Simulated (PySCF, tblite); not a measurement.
# Al14N15H15: electronic excitations

Aim: compute the electronic excitations of Al14N15H15.

Programs: tblite 0.8.0 and PySCF 2.14.0, with routines of our own; each step states its level. All values are computed. Atoms count from 0.

### Step 1. The system as given

44 atoms, charge 0, multiplicity 1; geometry from: force field, distance geometry or constructed start.

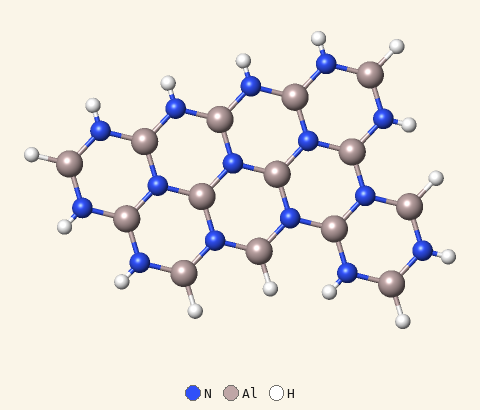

The starting geometry (nitrogen blue, aluminium light grey, hydrogen white); sticks join atoms by distance alone.

### Step 2. Geometry optimisation with GFN2-xTB

What the job is given:

```
{"job": {"kind": "relax", "xc": "GFN2-xTB", "basis": "xTB"}, "charge": 0, "multiplicity": 1}
N      5.151800    -1.559800    -0.001600
Al     3.584900    -0.655400    -0.006900
N      2.034500    -1.560300     0.001000
Al     2.028600    -3.353600    -0.006200
N      3.587100    -4.259200     0.003400
Al     5.143600    -3.358500    -0.002600
N      2.029400     3.843700    -0.003300
Al     0.473800     4.744700     0.001500
N     -1.085700     3.839900    -0.000400
Al    -1.091200     2.041200     0.001600
N      0.468300     1.140800    -0.002100
Al     2.026800     2.040000    -0.000000
N      0.467000     6.542700     0.005000
Al    -1.086200     7.441400    -0.002700
N     -2.649500     6.547100     0.000200
Al    -2.649200     4.742600     0.006300
N      3.588500     1.143900     0.000900
Al     0.469300    -0.661400    -0.001000
N     -1.089000    -1.556200     0.002500
Al    -1.085600    -3.357100     0.002700
N      0.468100    -4.254200     0.001500
N     -4.207000     3.843500    -0.000200
Al    -4.202700     2.046600     0.006600
N     -2.651500     1.137700    -0.001500
N     -2.646800    -4.255400     0.000900
Al    -2.653400    -6.058900     0.002500
N     -1.087700    -6.955700    -0.000700
Al     0.469800    -6.057400     0.001200
Al    -2.646700    -0.657600    -0.002000
H      6.048700    -1.037600     0.003400
H      3.591700    -5.297400    -0.001100
H      6.478700    -4.126700     0.000200
H      2.928900     4.362100    -0.001900
H      1.373200     7.060700     0.003700
H     -1.087200     8.983800    -0.003300
H     -3.547400     7.064200    -0.002900
H      4.488000     1.662100    -0.004100
H     -5.105900     4.364500    -0.002600
H     -5.538700     1.268100    -0.000100
H     -3.552700    -3.734600     0.001200
H     -3.981100    -6.830300     0.003800
H     -1.082500    -8.003600     0.003700
H      1.809000    -6.827000    -0.003600
H     -3.978400    -1.428500    -0.001800
```

Run with:

```bash
$ OMP_NUM_THREADS=4 python large_run.py task.json out
```

One launch serves the whole session: the jobs run in the order shown.

The log of the run:

```text
step      E/eV     max force
  0   -1834.82050    1.059
  1   -1834.93087    0.408
  2   -1834.94941    0.230
  3   -1834.96827    0.165
  4   -1834.97271    0.139
  5   -1834.97894    0.130
  6   -1834.98323    0.174
  7   -1834.98934    0.153
  8   -1834.99365    0.135
  9   -1834.99668    0.108
 10   -1834.99889    0.100
 11   -1835.00109    0.088
 12   -1835.00309    0.093
 13   -1835.00470    0.081
 14   -1835.00608    0.084
 15   -1835.00757    0.092
 16   -1835.00914    0.070
 17   -1835.01046    0.062
 18   -1835.01135    0.053
 19   -1835.01195    0.047
 20   -1835.01243    0.036
 21   -1835.01284    0.032
 22   -1835.01322    0.037
 23   -1835.01364    0.047
 24   -1835.01410    0.044
 25   -1835.01454    0.046
 26   -1835.01488    0.031
 27   -1835.01514    0.030
 28   -1835.01540    0.032
 29   -1835.01568    0.037
 30   -1835.01596    0.028
 31   -1835.01619    0.025
 32   -1835.01636    0.028
 33   -1835.01650    0.024
 34   -1835.01659    0.018
```

Wall time 2.7 s (4 threads of Arm Neoverse V2, shared host); peak memory 0.16 GiB.

Along the way:

```csv
step,energy from step 0 (eV),largest force (eV/Å)
0,0.0000,1.0590
1,-0.1104,0.4080
2,-0.1289,0.2299
3,-0.1478,0.1651
4,-0.1522,0.1392
5,-0.1584,0.1302
6,-0.1627,0.1746
7,-0.1688,0.1522
8,-0.1731,0.1348
10,-0.1784,0.0990
12,-0.1826,0.0934
14,-0.1856,0.0833
16,-0.1886,0.0705
18,-0.1908,0.0532
20,-0.1919,0.0357
22,-0.1927,0.0371
24,-0.1936,0.0442
26,-0.1944,0.0319
28,-0.1949,0.0324
30,-0.1955,0.0273
31,-0.1957,0.0257
32,-0.1959,0.0283
33,-0.1960,0.0248
34,-0.1961,0.0180
```

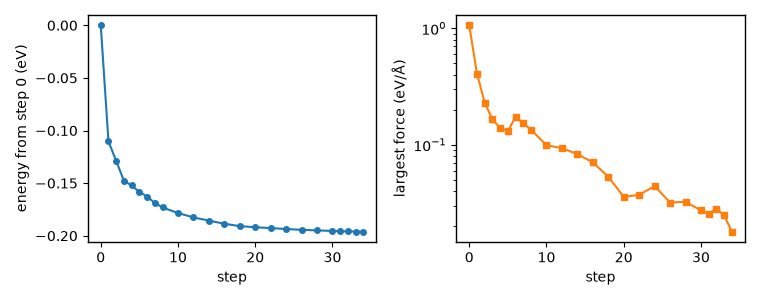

Energy and force, step by step.

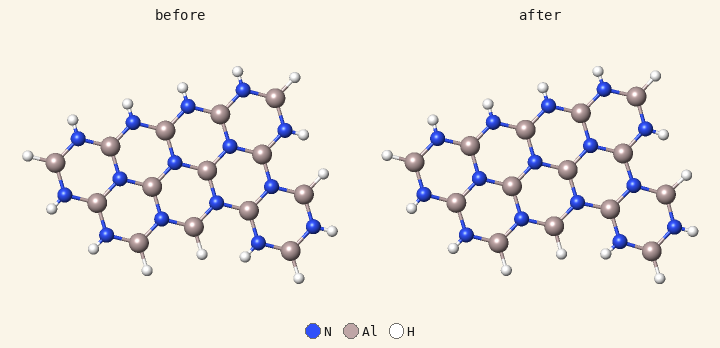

Before and after, at one scale.

Distances of close pairs at the start and the end, largest changes first:

```
    bond  before (Å)  after (Å)  change (Å)
 N26–H41       1.048      1.018      -0.030
 N12–H33       1.044      1.017      -0.027
 N24–H39       1.045      1.019      -0.026
Al19–N20       1.794      1.817      +0.023
  N6–H32       1.038      1.015      -0.023
 N16–H36       1.038      1.016      -0.023
 N21–H37       1.039      1.017      -0.022
Al17–N18       1.797      1.818      +0.021
```

The next job starts from the end point, and lists it.

### Step 3. Electronic excitations: TDDFT CAM-B3LYP/def2-SVP

What the job is given:

```
{"job": {"kind": "uv", "basis": "def2-SVP", "grid": 1, "kgrid": 0, "vcut": 1.5, "nstates": 6, "ntriplets": 2, "tda": false, "delta": ["ip_vertical"], "pop": true, "xc": "CAM-B3LYP"}, "charge": 0, "multiplicity": 1}
N      5.174266    -1.586623     0.000018
Al     3.622049    -0.655966    -0.002035
N      2.052471    -1.567868    -0.001122
Al     2.061840    -3.379615    -0.000891
N      3.641407    -4.261749     0.000239
Al     5.208490    -3.383470    -0.001107
N      2.010348     3.852817    -0.000863
Al     0.471745     4.779158     0.001152
N     -1.112005     3.888888     0.000972
Al    -1.096579     2.071700     0.000888
N      0.465492     1.149156    -0.000665
Al     2.039353     2.053321    -0.001517
N      0.440875     6.589475     0.002512
Al    -1.101566     7.511552    -0.000388
N     -2.657965     6.611999    -0.000540
Al    -2.681390     4.803372     0.000935
N      3.590550     1.140709    -0.002244
Al     0.477191    -0.666089    -0.000796
N     -1.093156    -1.582746     0.000818
Al    -1.026589    -3.394682     0.000712
N      0.522929    -4.344368     0.000282
N     -4.233064     3.875522     0.000036
Al    -4.236081     2.078662     0.001785
N     -2.676543     1.159792     0.000425
N     -2.591589    -4.310152     0.001696
Al    -2.688735    -6.104326     0.002908
N     -1.123484    -7.007760     0.001672
Al     0.466444    -6.151147    -0.000404
Al    -2.639241    -0.649067    -0.000118
H      6.033398    -1.042385     0.000150
H      3.565219    -5.277900    -0.000627
H      6.538829    -4.132588    -0.000172
H      2.892949     4.355046    -0.002047
H      1.340530     7.063891     0.003786
H     -1.092591     9.038280    -0.003350
H     -3.554363     7.092840    -0.001151
H      4.463477     1.659788    -0.002717
H     -5.104466     4.399226    -0.000061
H     -5.569779     1.328690     0.002200
H     -3.418556    -3.714170     0.001491
H     -4.012360    -6.868078     0.003684
H     -1.116124    -8.025794     0.002472
H      1.745786    -7.000779    -0.003364
H     -3.995806    -1.382176    -0.003442
```

With the program's defaults for keys left out, this is: TDDFT CAM-B3LYP/def2-SVP, vertical, gas phase, core orbitals frozen in the response, virtual orbitals cut by energy.

The log of the run:

```text
start: PBE on a coarse grid of 45777 points
cycle   1  E = -4218.9832521915  dE =  3.413e+00  |g| = 2.506e+00  |ddm| = 8.182e+00
cycle   2  E = -4212.0981651841  dE =  6.885e+00  |g| = 5.450e+00  |ddm| = 8.002e+00
cycle   3  E = -4220.3682610852  dE = -8.270e+00  |g| = 4.657e-01  |ddm| = 6.593e+00
cycle   4  E = -4220.4041539785  dE = -3.589e-02  |g| = 4.163e-01  |ddm| = 1.063e+00
cycle   5  E = -4220.4450876871  dE = -4.093e-02  |g| = 1.352e-01  |ddm| = 4.425e-01
cycle   6  E = -4220.4501529443  dE = -5.065e-03  |g| = 3.461e-02  |ddm| = 1.681e-01
cycle   7  E = -4220.4503740155  dE = -2.211e-04  |g| = 1.828e-02  |ddm| = 4.113e-02
cycle   8  E = -4220.4504500661  dE = -7.605e-05  |g| = 3.843e-03  |ddm| = 1.816e-02
final grid: 188360 points
cycle   9  E = -4223.7674283479  dE = -2.229e-02  |g| = 1.356e-01  |ddm| = 4.508e-01
cycle  10  E = -4223.7661082995  dE =  1.320e-03  |g| = 1.566e-01  |ddm| = 2.169e-01
cycle  11  E = -4223.7715834973  dE = -5.475e-03  |g| = 1.357e-02  |ddm| = 1.245e-01
cycle  12  E = -4223.7716191064  dE = -3.561e-05  |g| = 7.922e-03  |ddm| = 1.876e-02
cycle  13  E = -4223.7716317628  dE = -1.266e-05  |g| = 6.780e-04  |ddm| = 6.352e-03
cycle  14  E = -4223.7716337026  dE = -1.940e-06  |g| = 3.606e-04  |ddm| = 1.177e-03
cycle  15  E = -4223.7716321523  dE =  1.550e-06  |g| = 1.704e-04  |ddm| = 4.519e-04
cycle  16  E = -4223.7716332847  dE = -1.132e-06  |g| = 3.150e-05  |ddm| = 1.881e-04
converged SCF energy = -4223.7716332847
Vertical ionisation energy (delta-SCF) = 8.3801 eV   <S^2> = 0.766

Static polarisability (au): isotropic 375.631, principal 225.758 413.270 487.864

Singlet excitations
state   eV       nm        f      main configurations
  1   5.2541    236.0   0.00000   H->L 0.53, H-3->L 0.09
  2   5.2893    234.4   0.00001   H-1->L 0.48, H-4->L 0.19
  3   5.4374    228.0   0.00048   H-2->L 0.24, H-4->L 0.17, H->L+1 0.09
  4   5.4645    226.9   0.00100   H-3->L 0.23, H->L+1 0.12, H-1->L+1 0.10
  5   5.5235    224.5   0.00003   H-3->L 0.16, H-4->L 0.13, H-1->L+1 0.12
  6   5.5961    221.6   0.00035   H-5->L 0.20, H-6->L 0.20, H-3->L+1 0.14

Triplet excitations (Tamm-Dancoff, eV): 5.0079 5.0326
```

Wall time 7.9 min (4 threads of Arm Neoverse V2, shared host); peak memory 3.1 GiB.

The orbitals next to the gap, with their largest atomic shares:

```
orbital     eV                            atoms
 HOMO−4  -8.34      N2 25 %, N14 18 %, N10 12 %
 HOMO−3  -8.25      N21 16 %, N20 12 %, N8 12 %
 HOMO−2  -8.12     N24 40 %, N26 17 %, N18 12 %
 HOMO−1  -8.07     N12 16 %, N14 12 %, N21 11 %
   HOMO  -7.97       N16 18 %, N4 17 %, N0 13 %
   LUMO  -0.06    Al17 13 %, Al9 11 %, Al11 9 %
 LUMO+1   0.46    Al15 11 %, Al3 10 %, Al7 10 %
 LUMO+2   0.93   Al1 16 %, Al11 11 %, Al19 10 %
 LUMO+3   1.07  Al27 42 %, Al28 25 %, Al25 19 %
```

Further results of this job:

```csv
property,computed
dipole moment (D),2.76
polarisability (Å³),55.66
HOMO–LUMO gap (eV),7.91
−ε(HOMO) (eV),7.97
```

### Step 4. Outcome

| quantity | value |
| --- | --- |
| lowest singlet (CAM-B3LYP/def2-SVP) | 5.25 eV (236 nm), f = 0.000 |
| brightest single state of those computed | state 4, 5.46 eV, f = 0.001 |
| lowest triplet | 5.01 eV |

In words: The lowest singlet, at 5.25 eV, is HOMO→LUMO 0.53, HOMO−3→LUMO 0.09 and is dark. The lowest triplet lies 0.25 eV below the lowest singlet (triplets in Tamm-Dancoff, singlets in full TDDFT).
